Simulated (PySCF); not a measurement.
# CH2OYb (Yb(H2CO)2+): the cost of one run

The runs use PySCF 2.14.0; PBE0, Yb def2-SVP with ECP28, O def2-SVP, C def2-SVP, H def2-SVP; scalar-relativistic core potentials, no spin–orbit coupling.

1 further run of the same task is left out (for a known fault of the program).

**1. Where the work starts**

5 atoms, charge 2, spin multiplicity 1.

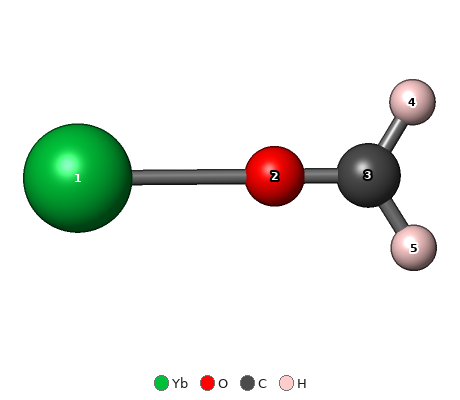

Start geometry, drawn with ytterbium green, oxygen red, carbon dark grey, hydrogen pink; atoms are numbered from 1 in the order of the file.

Coordinates:

```xyz
5
CH2OYb
Yb    0.0000    0.0000    0.0000
O     0.0000    0.0000    2.5575
C     0.0000    0.0000    3.7775
H     0.9400    0.0000    4.3575
H    -0.9400    0.0000    4.3575
```

Formal oxidation states: Yb +2.

**2. SCF at the start, singlet**

run.py (the lines that set the calculation)

```python
mol = gto.M(atom='''
Yb     0.00000     0.00000     0.00000
O      0.00000     0.00000     2.55750
C      0.00000     0.00000     3.77750
H      0.94000     0.00000     4.35750
H     -0.94000     0.00000     4.35750''',
    basis={'Yb': 'def2-SVP', 'O': 'def2-SVP', 'C': 'def2-SVP', 'H': 'def2-SVP'},
    ecp={'Yb': 'def2-SVP'},
    charge=2, spin=0)
mf = dft.RKS(mol, xc='PBE0')
mf.grids.atom_grid = (50, 194)  # f atoms: unpruned, at least (60, 302)
mf = mf.density_fit()  # fitting sets: Yb def2-universal-JKFIT, O def2-universal-JKFIT, C def2-universal-JKFIT, H def2-universal-JKFIT
mf.conv_tol = 1e-08; mf.max_cycle = 55
mf.kernel(dm0)  # dm0: free metal ions and neutral atoms
```

On the command line:

```console
$ OMP_NUM_THREADS=2 python run.py
```

Q: Estimate wall time and peak memory on 2 threads of Arm Neoverse V2, shared host.

About 7.2 s, with a peak of 0.53 GiB.
